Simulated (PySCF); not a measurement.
Input file:

```
{"job": {"kind": "nmr", "xc": "PBE0", "basis": "pcSseg-1"}, "charge": 0, "multiplicity": 1}
C     -2.515645    -0.299256     1.025561
C     -1.509605     0.324078     0.195349
C     -0.701850     0.843537    -0.523778
C      0.325855     1.466882    -1.312991
S      1.844414     1.822671    -0.321255
Si     2.466349    -0.159075     0.186630
H     -2.568292    -1.367424     0.815291
H     -2.266085    -0.156391     2.076773
H     -3.489751     0.148829     0.831155
H     -0.002018     2.439583    -1.681285
H      0.619554     0.835062    -2.152940
H      2.632642    -0.898741    -1.061392
H      1.444575    -0.783562     1.016260
H      3.719178     0.063358     0.884457
```

Command:

```sh
OMP_NUM_THREADS=1 python probes_run.py task.json out
```

Geometry: GFN2-xTB.

Theory: PBE0/pcSseg-1, SCF density, gas phase, non-relativistic (PySCF 2.14.0).

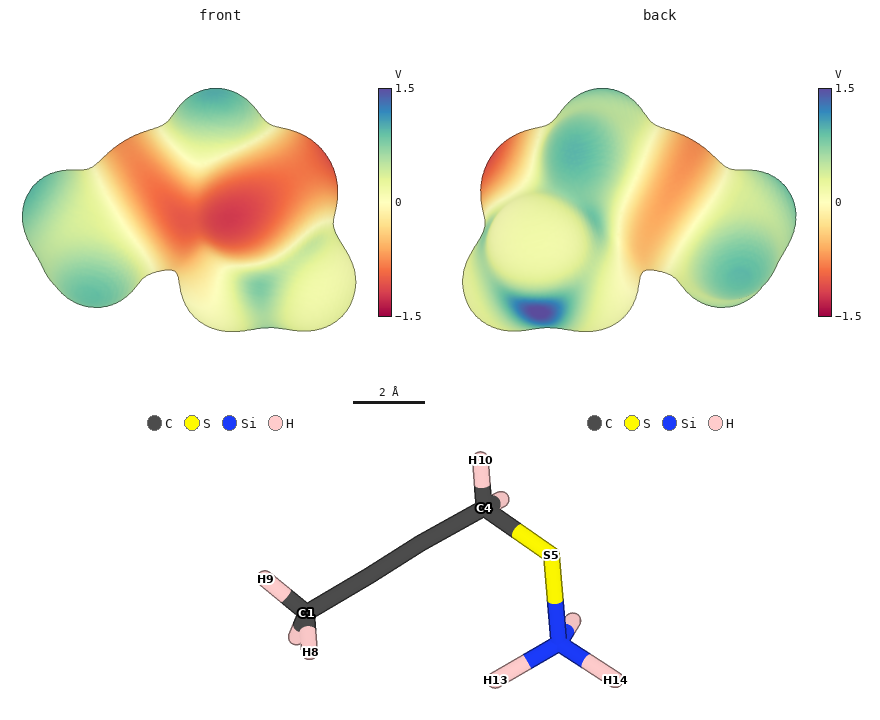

C$_{4}$H$_{8}$SSi (SMILES CC#CCS[SiH3]). The electrostatic potential painted on the density surface at 0.002 e/bohr³, seen from the front and from behind; the colour scale runs from red (negative) to blue (positive). The bare structure is drawn below in the same view.

Describe the electrostatic potential map.

Answer. The most negative region (about −1.2 V) lies over S5, the most positive (about +1.4 V) over Si6.

How polar is the molecule by this calculation?

Answer. Its dipole moment is 2.07 D.
